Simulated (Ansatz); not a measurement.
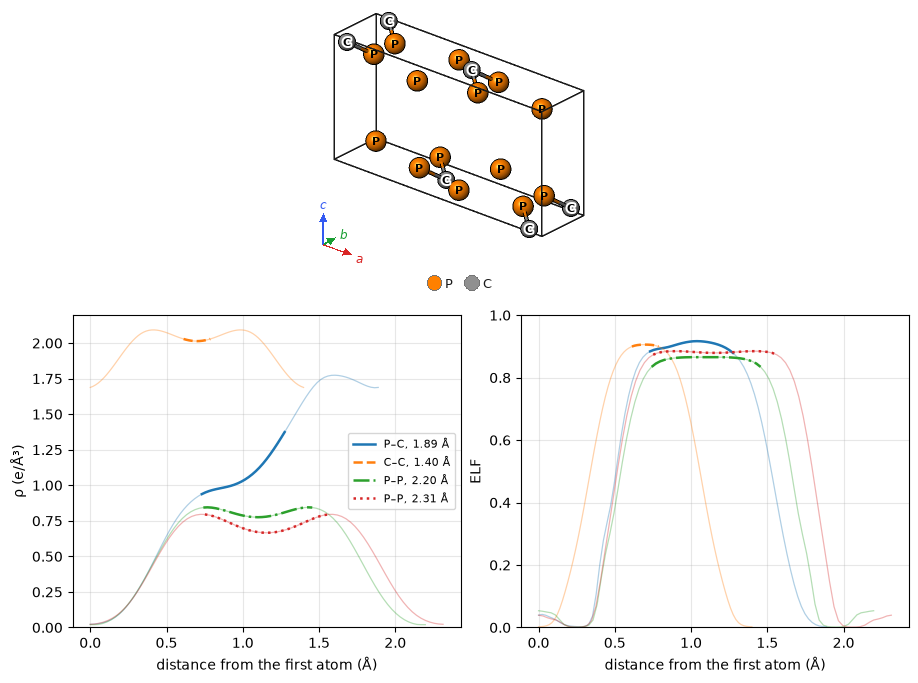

P3C. Valence pseudo-density and ELF along straight lines between neighbouring atoms. Thin, pale parts lie inside the atomic spheres. The structure is drawn too.

Space group C2/m; a generated structure, not necessarily the stable one.

Theory: Ansatz 0.2.0, DFT PBE, scalar-relativistic, plane waves, PAW.

The density is the valence pseudo-density of a PAW calculation; it isn't the true density close to the nuclei.

Input

```
crystal:
  lattice:
    - [5.3060705952, -3.0685376811, -0.0169197339]
    - [5.3060705952, 3.0685376811, -0.0169197339]
    - [-1.689294482, 0.0, 5.6222381869]
  atoms:
    - { symbol: P, position: [0.6001048986, 0.6001048986, 0.1236301523] }
    - { symbol: P, position: [0.3998951014, 0.3998951014, 0.8763698477] }
    - { symbol: P, position: [0.6115673271, 0.1071489807, 0.1125186955] }
    - { symbol: P, position: [0.1071489807, 0.6115673271, 0.1125186955] }
    - { symbol: P, position: [0.3884326729, 0.8928510193, 0.8874813045] }
    - { symbol: P, position: [0.8928510193, 0.3884326729, 0.8874813045] }
    - { symbol: C, position: [0.0614211691, 0.0614211691, 0.9783907234] }
    - { symbol: C, position: [0.9385788309, 0.9385788309, 0.0216092766] }
basis:
  ecutwfc: 420
kpoints:
  mp_grid: { grid: [6, 6, 6] }
hamiltonian:
  xc: pbe
scf:
  occupations: { method: gaussian, width: 0.02 }
output:
  forces: true
  stress: true
  eigenvalues: true
  write_density: true
  write_potential: true
  elf: true
  volumetric_format: npy
relax:
  adjacent_minimum: "off"
  f_tol: 0.01
  max_steps: 80
  cell: { stress_tol: 0.05 }
```

Run with:

```sh
ansatz run input.yaml --threads 1 --pin off --max-ram 2560MiB --backend cpu --events-out ev --progress --plain --runs-dir out
```

Below, planes, directions and counts refer to the conventional cell (a = 10.61 Å, b = 6.14 Å, c = 5.87 Å, α = 90.00°, β = 106.91°, γ = 90.00°).

Compare the contacts.

P–C (1.89 Å): ρ at the midpoint is about 1 e/Å³; the ELF peaks at about 0.90 between the atoms, as expected for localised, covalent bonding.
C–C (1.40 Å): the density is about 2 e/Å³ at the midpoint; the ELF peaks at about 0.90 between the atoms, as expected for a covalent bond.
P–P (2.20 Å): ρ is about 0.78 e/Å³ halfway; the ELF peaks at about 0.85 between the atoms (a shared electron pair).
P–P (2.31 Å): ρ at the midpoint is about 0.67 e/Å³; the ELF peaks at about 0.90 between the atoms; localised, covalent bonding.
